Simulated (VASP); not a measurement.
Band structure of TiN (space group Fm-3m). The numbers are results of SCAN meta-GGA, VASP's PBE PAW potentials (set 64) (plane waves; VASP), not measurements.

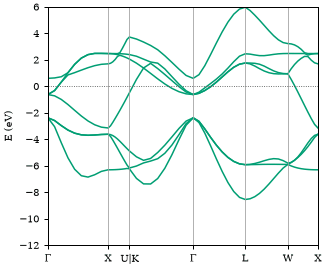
Figure: Bands along high-symmetry lines, zero at the valence-band maximum or, without a gap, the Fermi level

Task: Read the plot: is there a gap, and where are the band edges?

Result: It has no gap at this level: it comes out as a metal or semimetal.

The structure comes from a measured TiN entry (Fm-3m) of the Crystallography Open Database, whose conditions weren't checked. The cell was not relaxed at this level. The electron count is odd and the run is not spin-polarised, which forces a metal.
